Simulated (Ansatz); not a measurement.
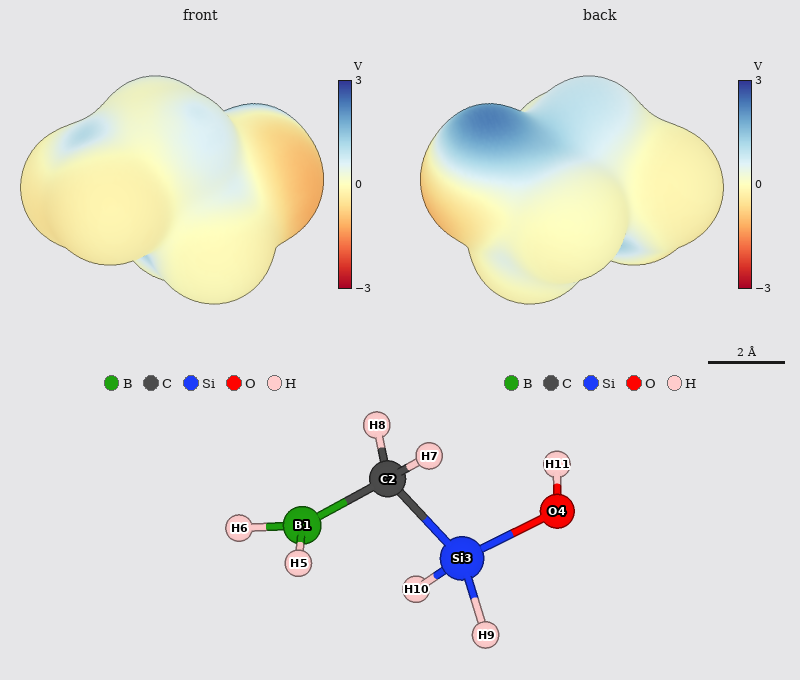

Figure. CH$_{7}$BOSi (SMILES BC[SiH2]O). The electrostatic potential painted on the density surface at 0.001 e/bohr³, seen from the front and from behind; red is negative and blue positive. The bare structure is drawn below in the same view.

Geometry: PBE0-D4/def2-TZVP.

These are results of RKS PBE0-D4/def2-TZVPP (Ansatz 0.2.0), not measurements.

```yaml
atoms:
  - { symbol: B, position_ang: [-0.6661, 1.6989, -0.2053] }
  - { symbol: C, position_ang: [-0.4857, 0.2378, -0.6342] }
  - { symbol: Si, position_ang: [0.6948, -0.6516, 0.5386] }
  - { symbol: O, position_ang: [0.9863, -2.1895, 0.0228] }
  - { symbol: H, position_ang: [0.0770, 2.5497, -0.6044] }
  - { symbol: H, position_ang: [-1.5152, 2.0075, 0.5817] }
  - { symbol: H, position_ang: [-0.0105, 0.1133, -1.6132] }
  - { symbol: H, position_ang: [-1.4068, -0.3536, -0.5785] }
  - { symbol: H, position_ang: [2.0206, 0.0071, 0.5544] }
  - { symbol: H, position_ang: [0.1073, -0.6596, 1.9062] }
  - { symbol: H, position_ang: [0.2637, -2.8173, 0.0524] }
```

**Describe the electrostatic potential map.**

The most negative region (about −1.1 V) lies over O4, the most positive (about +2.2 V) over H11. O4 is the likeliest acceptor of a hydrogen bond.
